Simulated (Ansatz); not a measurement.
**Al2Ga: what a guessed cell relaxes into**

Where does this trial cell of Al2Ga go when cell and atoms are let free?

Method: DFT PBE, scalar-relativistic, plane waves, PAW, in Ansatz 0.2.0.

**1. The system as given**

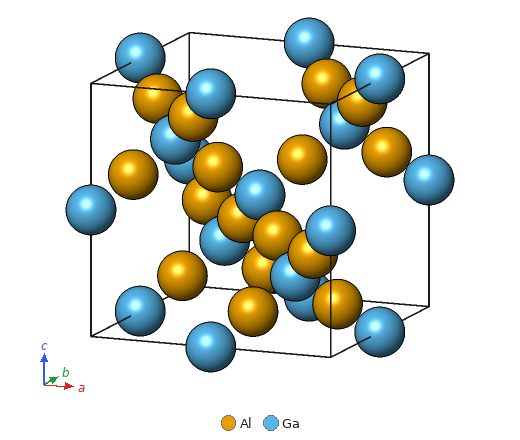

The starting structure, seen slightly off an axis (aluminium amber, gallium blue). The cell drawn here is the conventional one.

Structure file:

```cif
data_structure
_symmetry_space_group_name_H-M 'P 1'
_symmetry_Int_Tables_number 1
_cell_length_a 5.1596
_cell_length_b 5.1596
_cell_length_c 5.1596
_cell_angle_alpha 60.000
_cell_angle_beta 60.000
_cell_angle_gamma 60.000
_cell_volume 97.12
loop_
_atom_site_label
_atom_site_type_symbol
_atom_site_fract_x
_atom_site_fract_y
_atom_site_fract_z
_atom_site_occupancy
Al1 Al 0.62500 0.62500 0.62500 1
Al2 Al 0.62500 0.62500 0.12500 1
Al3 Al 0.62500 0.12500 0.62500 1
Al4 Al 0.12500 0.62500 0.62500 1
Ga1 Ga 0.75000 0.75000 0.75000 1
Ga2 Ga 0.50000 0.50000 0.50000 1
```

Recipe of the guess: random cell by space group and Wyckoff sites (Fd-3m, No. 227). Its size is a rough estimate.

**2. Probe: one point on a coarse mesh**

Contents of input.yaml:

```yaml
crystal:
  lattice:
    - [0.0, 3.64835447, 3.64835447]
    - [3.64835447, 0.0, 3.64835447]
    - [3.64835447, 3.64835447, 0.0]
  atoms:
    - { symbol: Al, position: [0.625, 0.625, 0.625] }
    - { symbol: Al, position: [0.625, 0.625, 0.125] }
    - { symbol: Al, position: [0.625, 0.125, 0.625] }
    - { symbol: Al, position: [0.125, 0.625, 0.625] }
    - { symbol: Ga, position: [0.75, 0.75, 0.75] }
    - { symbol: Ga, position: [0.5, 0.5, 0.5] }
basis:
  ecutwfc: 420
kpoints:
  mp_grid: { grid: [4, 4, 4] }
hamiltonian:
  xc: pbe
scf:
  occupations: { method: gaussian, width: 0.1 }
  lower_state_search: "off"
output:
  forces: true
  stress: true
  eigenvalues: true
```

Started as:

```sh
$ ansatz run input.yaml --threads 1 --pin off --max-ram 2048MiB --backend cpu --events-out ev --progress --plain --runs-dir out
```

The log of the run, cut to the lines that bear on the results:

```text
[...]
SCF converged after 8 iterations
Free energy (F): -9648.261847 eV
[...]
E sigma→0 (E₀):  -9648.257586 eV
Entropy (-TS):   -0.008521 eV (-1.420 meV/atom)
Fermi energy:    9.521241 eV
[...]
--- Forces (eV/Å), atoms counted from 1 ---
  atom   1  Al     0.00000000     0.00000000    -0.00000000
  atom   2  Al    -0.00000000     0.00000000     0.00000000
  atom   3  Al    -0.00000000     0.00000000    -0.00000000
  atom   4  Al     0.00000000     0.00000000     0.00000000
  atom   5  Ga     0.00000000     0.00000000     0.00000000
  atom   6  Ga     0.00000000    -0.00000000     0.00000000
[...]
--- Stress (GPa, compression-positive) ---
      218.262368      -0.000000      -0.000000
       -0.000000     218.262368       0.000000
       -0.000000       0.000000     218.262368
  P = ⅓ Tr σ = 218.2624 GPa (2182.624 kbar)
--- Band table (eV; the first three rows and the last of 8) ---
  k-point 0: bands = ["-12.4262", "-12.4262", "-12.4262", "-12.2743", "-12.2743", "-12.2393", "-12.2393", "-12.2393", "-12.2150", "-12.2150", "-5.2321", "-0.7974", "3.4025", "3.4025", "3.4025", "4.1456", "4.1456", "4.1456", "8.9442", "8.9442", "8.9754", "11.5695", "11.5695", "11.5695", "16.2452"]
[...]
```

It took 2.2 s on 1 thread of Arm Neoverse V1, shared host; peak memory 0.33 GiB.

The probe gives pressure 218.3 GPa, largest force 0.00 eV/Å, gap on this mesh none (metal). A guess like this is first relaxed loosely on the coarse mesh.

[end of part 1 of 3]
